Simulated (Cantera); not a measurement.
A closed system holds: 1 mol CO2, 0.057 mol H2, 0.26 mol O2, equilibrated at 950000 Pa.

Equilibrium computed with Cantera from the NASA thermochemical tables; the gas is ideal and each condensed phase is pure. Candidate condensed phases: C, C6H6, C7H8, C8H18, H2O; 131 gas species. Ions and electrons are included (thermal ionisation). Kinetics and transport are ignored.

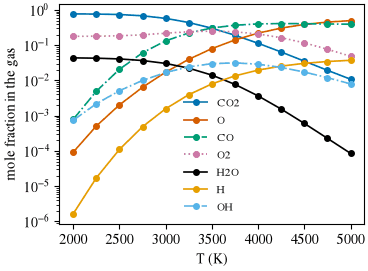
Figure. Equilibrium gas composition (values under 1e-9 drawn at 1e-9)

Question: Read off the mole fractions at 2750 K.

Answer: CO2 about 0.69, O2 about 0.20, CO about 0.061, H2O about 0.037, OH about 0.010, O about 0.0064, H about 0.00049.
